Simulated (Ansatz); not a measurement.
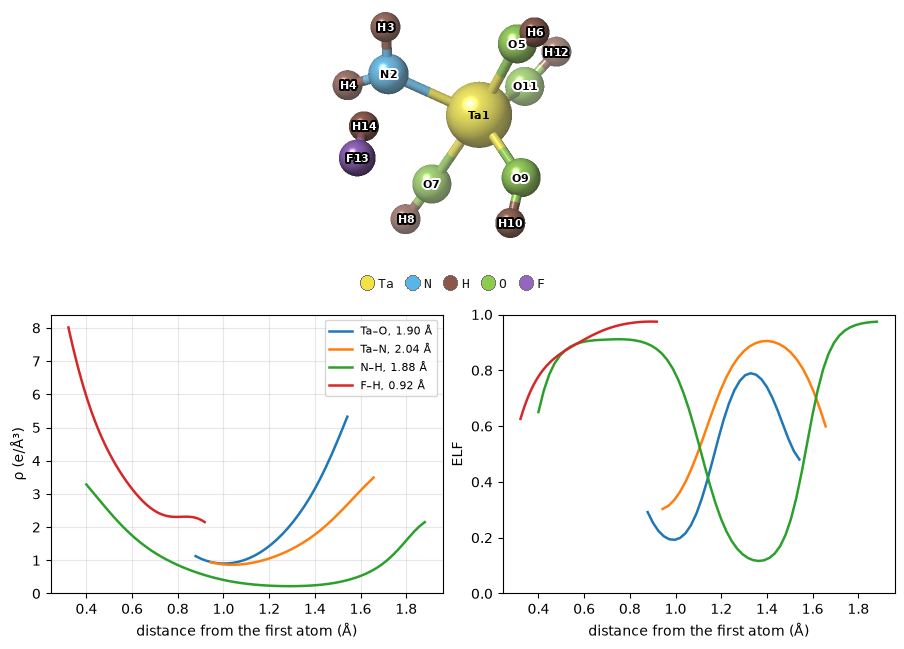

H6NO4Ta···HF. Electron density and ELF along straight lines between neighbouring atoms. The curves leave out the atomic cores. The structure is drawn too.

Core potentials replace the inner electrons of Ta.

These are results of Ansatz, RHF/def2-SVP, not measurements.

Input file:

```
crystal:
  periodic: [false, false, false]
  atoms:
    - { symbol: Ta, position_ang: [-0.199131, -0.193841, 0.120971] }
    - { symbol: "N", position_ang: [1.918559, -0.265829, 0.12675] }
    - { symbol: H, position_ang: [2.432516, -0.684814, 0.879119] }
    - { symbol: H, position_ang: [2.437504, -0.337321, -0.729256] }
    - { symbol: O, position_ang: [-0.000191, -0.601926, 1.981055] }
    - { symbol: H, position_ang: [0.437662, -0.717855, 2.802539] }
    - { symbol: O, position_ang: [0.018621, 0.148438, -1.731204] }
    - { symbol: H, position_ang: [0.339648, 0.236671, -2.608739] }
    - { symbol: O, position_ang: [-1.345178, 1.282598, 0.427328] }
    - { symbol: H, position_ang: [-1.207812, 2.180135, 0.686893] }
    - { symbol: O, position_ang: [-1.214498, -1.773431, -0.185981] }
    - { symbol: H, position_ang: [-1.541737, -2.365202, 0.473344] }
    - { symbol: F, position_ang: [1.204274, 2.532075, 0.789877] }
    - { symbol: H, position_ang: [1.867163, 1.926602, 0.620604] }
basis:
  gaussian: { orbitals: def2-SVP }
hamiltonian:
  xc: hf
relax:
  f_tol: 0.03
  max_steps: 50
output:
  orbitals: {}
```

Run with:

```sh
ansatz run input.yaml --threads 4 --pin off --max-ram 5120MiB --backend cpu --events-out ev --progress --plain --runs-dir out
```

The fields are those of the relaxed geometry.

Q: What can be read from the curves?

A: Ta–O (1.90 Å): the density is about 0.94 e/Å³ at the midpoint; the ELF peaks at about 0.80 in the valence shell of O, 0.6 Å from its nucleus, and drops to about 0.20 between the two atoms.
Ta–N (2.04 Å): the density is about 0.87 e/Å³ at the midpoint; the ELF peaks at about 0.90 in the valence shell of N, 0.6 Å from its nucleus, and is about 0.35 at the midpoint.
N2···H14 (1.88 Å): the density falls to about 0.22 e/Å³ on the way; the ELF dips to about 0.10 between them; by its geometry a hydrogen bond between the two molecules, with no shared pair.
F–H (0.92 Å): ρ is about 4.8 e/Å³ halfway; the ELF climbs to about 1 towards the hydrogen, as it does in any bond to H; a covalent bond by its length.
